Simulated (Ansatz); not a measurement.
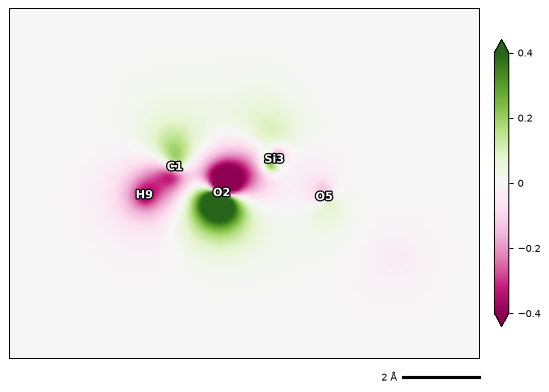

The picture shows: CH8O3Si2 (SMILES CO[SiH](O)O[SiH3]). The HOMO−1 on the plane of atoms O2, Si3 and O5 (values in Å⁻³ᐟ²; the overall sign is arbitrary).

Not at a stationary point (largest force 0.6 eV/Å).

All numbers below come from SCF r2SCAN, Gaussian basis (Ansatz 0.2.0).

```xyz
14

C     2.2858    0.8838    0.5119
O     0.9124    0.5791    0.6908
Si    0.2475   -0.6209   -0.2382
O     0.8937   -2.0683    0.2276
O    -1.3818   -0.6745   -0.0203
Si   -2.7065    0.2275   -0.4185
H     2.4892    1.2253   -0.5096
H     2.9209    0.0251    0.7583
H     2.5446    1.6987    1.1954
H     0.5671   -0.3793   -1.6601
H     0.5661   -2.3846    1.0824
H    -2.6043    1.5811    0.1782
H    -3.9279   -0.4388    0.0959
H    -2.8068    0.3458   -1.8937
```

### Describe this orbital and give its energy.

Its weight (Hirshfeld) is mainly on O2 (about 45 %), O4 (about 15 %), Si3 (about 10 %), C1 (about 10 %) and H10 (about 5 %). Its energy is −7.38 eV.
